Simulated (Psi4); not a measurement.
**UPBE/def2-TZVP (sweep point 8) run of SiNH3 (SMILES [N][SiH3])**

Aim: the vertical electron affinity of SiNH3 at UPBE/def2-TZVP (sweep point 8), from 2 runs. 

Program for the calculation: Psi4 1.11.

### 1 The structure to begin with

SiNH3: 5 atoms, total charge 0, spin state triplet. As SMILES, `[N][SiH3]`. Geometry: relaxed at GFN2-xTB.

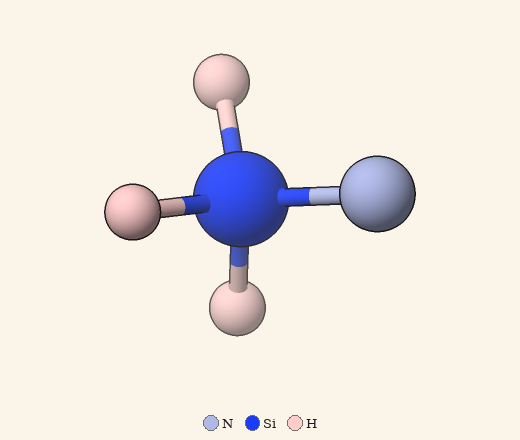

Viewed from a chosen angle; nitrogen light blue, silicon blue, hydrogen pink.

### 2 A single-point energy at UPBE/def2-TZVP (sweep point 8)

Input file input.dat:

```
memory 1600 mb

molecule {
  0 3
  N     -2.90380985     0.63179214     0.90614257
  Si     0.01935080    -0.00442196    -0.00721875
  H      0.12273771    -0.59186222    -2.73139124
  H      1.04898697    -2.19771369     1.37422774
  H      1.71273438     2.16220573     0.45823969
  units au
  symmetry c1
}

set globals {
  basis                def2-TZVP
  reference            uks
  puream               true
  scf_type             pk
  dft_radial_points    99
  dft_spherical_points 590
  maxiter              150
}

energy_value, wavefunction = energy('pbe', return_wfn=True)
print_variables()
```

Started as:

```
$ psi4 -n 1 input.dat output.dat
```

output.dat:

```text
[...]
  Running in c1 symmetry.
[...]
  Nuclear repulsion =   51.355040895474829
[...]
  Multiplicity = 3
[...]
  Nalpha       = 13
  Nbeta        = 11
[...]
    Number of basis functions: 86
[...]
   @UKS iter   1:  -345.54754780465976   -2.65450e-01   7.06464e-03 ADIIS/DIIS
[...]
   @UKS iter   9:  -345.72186958203935   -2.95359e-08   2.66994e-07 DIIS
[...]
   @S^2 Observed:                2.005710593E+00
[...]
    Orbital Energies [Eh]
    ---------------------
    Alpha Occupied:
       1A    -65.404293     2A    -14.040645     3A     -5.058032
       4A     -3.467516     5A     -3.467289     6A     -3.467287
       7A     -0.759631     8A     -0.479297     9A     -0.355230
      10A     -0.355212    11A     -0.298810    12A     -0.275131
      13A     -0.275045
    Alpha Virtual:
      14A     -0.019074    15A      0.025942    16A      0.026122
      17A      0.038841    18A      0.130183    19A      0.130194
      20A      0.171279    21A      0.195000    22A      0.195240
      23A      0.212389    24A      0.257595    25A      0.257637
[...]
  @UKS Final Energy:  -345.72186958203935
   => Energetics <=
    Nuclear Repulsion Energy =             51.3550408954748292
    One-Electron Energy =                -579.1304240400637582
    Two-Electron Energy =                 210.7218539790614500
    DFT Exchange-Correlation Energy =     -28.6683404165119313
    Empirical Dispersion Energy =           0.0000000000000000
    VV10 Nonlocal Energy =                  0.0000000000000000
    Total Energy =                       -345.7218695820393464
[...]
 Multipole Moments:
 ------------------------------------------------------------------------------------
     Multipole            Electronic (a.u.)      Nuclear  (a.u.)        Total (a.u.)
 ------------------------------------------------------------------------------------
 L = 1.  Multiply by 2.5417464519 to convert [e a0] to [Debye]
 Dipole X            :         -2.0619540            2.6745596            0.6126056
 Dipole Y            :          0.4481106           -0.5816206           -0.1335100
 Dipole Z            :          0.6404079           -0.8329727           -0.1925648
 Magnitude           :                                                    0.6558900
[...]
```

Wall time 17 s (1 thread of Intel Xeon Platinum 8259CL at 2.50GHz (Skylake/Cascade Lake), shared host); peak memory 0.95 GiB.

### 3 The doublet anion at the same level

Input file calc.inp:

```
memory 1.6 GB

molecule m {
  -1 2
  N     -2.90380985     0.63179214     0.90614257
  Si     0.01935080    -0.00442196    -0.00721875
  H      0.12273771    -0.59186222    -2.73139124
  H      1.04898697    -2.19771369     1.37422774
  H      1.71273438     2.16220573     0.45823969
  units bohr
  symmetry c1
}

set {
  basis def2-TZVP
  reference uks
  puream true
  scf_type pk
  dft_radial_points 99
  dft_spherical_points 590
  maxiter 150
}

result, w = energy('pbe', return_wfn=True)
```

Started as:

```
$ psi4 -n 1 calc.inp calc.out
```

calc.out:

```text
[...]
  Running in c1 symmetry.
[...]
  Nuclear repulsion =   51.355040895474829
[...]
  Multiplicity = 2
[...]
  Nalpha       = 13
  Nbeta        = 12
[...]
    Number of basis functions: 86
[...]
   @UKS iter   1:  -345.29742068923724   -1.53225e-02   1.12470e-02 DIIS/ADIIS
[...]
   @UKS iter  11:  -345.77570665702308   -9.25002e-09   4.49918e-07 DIIS
[...]
   @S^2 Observed:                7.530914973E-01
[...]
    Orbital Energies [Eh]
    ---------------------
    Alpha Occupied:
       1A    -65.156258     2A    -13.697789     3A     -4.806318
       4A     -3.217402     5A     -3.216065     6A     -3.214135
       7A     -0.428854     8A     -0.234999     9A     -0.114295
      10A     -0.102470    11A     -0.001401    12A      0.016189
      13A      0.060171
    Alpha Virtual:
      14A      0.189251    15A      0.230378    16A      0.236144
      17A      0.241638    18A      0.319191    19A      0.324938
      20A      0.381716    21A      0.424836    22A      0.427342
      23A      0.431200    24A      0.464885    25A      0.476767
[...]
  @UKS Final Energy:  -345.77570665702308
   => Energetics <=
    Nuclear Repulsion Energy =             51.3550408954748292
    One-Electron Energy =                -585.5774454639533815
    Two-Electron Energy =                 217.3590006355270532
    DFT Exchange-Correlation Energy =     -28.9123027240716262
    Empirical Dispersion Energy =           0.0000000000000000
    VV10 Nonlocal Energy =                  0.0000000000000000
    Total Energy =                       -345.7757066570230791
[...]
 Multipole Moments:
 ------------------------------------------------------------------------------------
     Multipole            Electronic (a.u.)      Nuclear  (a.u.)        Total (a.u.)
 ------------------------------------------------------------------------------------
 L = 1.  Multiply by 2.5417464519 to convert [e a0] to [Debye]
 Dipole X            :         -1.7087811            2.6745596            0.9657784
 Dipole Y            :          0.3770041           -0.5816206           -0.2046166
 Dipole Z            :          0.5761116           -0.8329727           -0.2568611
 Magnitude           :                                                    1.0200851
[...]
```

It took 20 s on 1 thread of Intel Xeon Platinum 8259CL at 2.50GHz (Skylake/Cascade Lake), shared host; peak memory 0.95 GiB.

### 4 What came out

Level: UPBE/def2-TZVP (sweep point 8).

| quantity | value |
| --- | --- |
| triplet SiNH3: total energy | -345.72187 Eh |
| triplet SiNH3: dipole moment | 1.67 D |
| triplet SiNH3: HOMO energy (highest over α and β) | -7.26 eV |
| triplet SiNH3: LUMO energy (lowest over α and β) | -4.92 eV |
| triplet SiNH3: ⟨S²⟩ | 2.006 |
| doublet anion: total energy | -345.77571 Eh |
| doublet anion: HOMO energy (highest over α and β) | 2.02 eV |
| doublet anion: LUMO energy (lowest over α and β) | 2.57 eV |
| doublet anion: ⟨S²⟩ | 0.753 |
| vertical electron affinity (to the doublet anion) | 1.465 eV |

What this shows: At fixed nuclei the extra electron is bound by 1.46 eV (34 kcal/mol). The basis has no diffuse functions, so the error can be as large as this value. The HOMO (doublet anion) lies at positive energy, 2.02 eV, as semi-local functionals often give for anions; only total energies tell whether the electron is bound.
